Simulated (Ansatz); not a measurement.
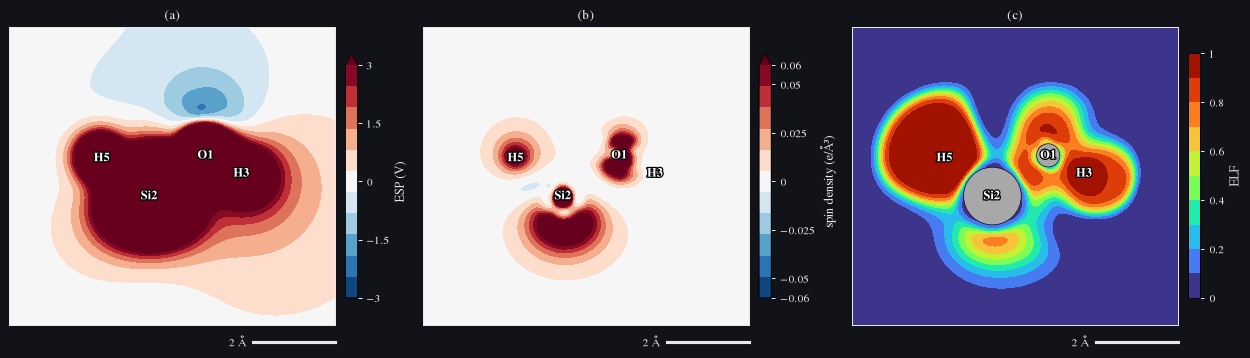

*H3OSi (doublet). (a) electrostatic potential; (b) spin density; (c) electron localisation function on the plane of atoms O1, Si2 and H5. Grey discs cover the atomic cores in the ELF map.*

Method: Ansatz 0.2.0, UKS B3LYP-D4/def2-SVP.

Input file:

```
crystal:
  periodic: [false, false, false]
  atoms:
    - { symbol: O, position_ang: [0.55731, -0.43376, 0.79846] }
    - { symbol: Si, position_ang: [0.00193, 0.34195, -0.53394] }
    - { symbol: H, position_ang: [0.72569, -1.37066, 0.8148] }
    - { symbol: H, position_ang: [-0.32949, -0.60875, -1.58907] }
    - { symbol: H, position_ang: [1.06998, 1.2853, -0.79205] }
magnetization:
  spin_polarized: true
  initial_magnetization: 1
basis:
  gaussian: { orbitals: def2-SVP }
hamiltonian:
  xc: b3lyp
  dispersion: d4
relax:
  f_tol: 0.015
  max_steps: 40
output:
  orbitals: {}
```

Launched as:

```sh
ansatz run input.yaml --threads 1 --pin off --max-ram 2048MiB --backend cpu --events-out ev --progress --plain --runs-dir out
```

The fields are those of the relaxed geometry.

Question: Describe what can be read from this map.

Answer: The section cuts through O, Si and H sites. Si–O (1.68 Å): the ELF peaks at about 0.85 between the atoms: a polar covalent bond. O–H (0.97 Å): the ELF climbs to about 1 towards the hydrogen, as it does in any bond to H: a covalent bond by its length. Si–H (1.49 Å): the ELF climbs to about 1 towards the hydrogen. The ELF also peaks beside O1, away from the bonds: non-bonding electrons, paired or unpaired. The unpaired spin (1 electron) lies mostly on Si2 (about 0.8), O1 (about 0.1) and H4 (about 0.1), in electrons by Hirshfeld's partition. Outside the dense part of the molecule the potential is most negative (−2.0 V) near O1.
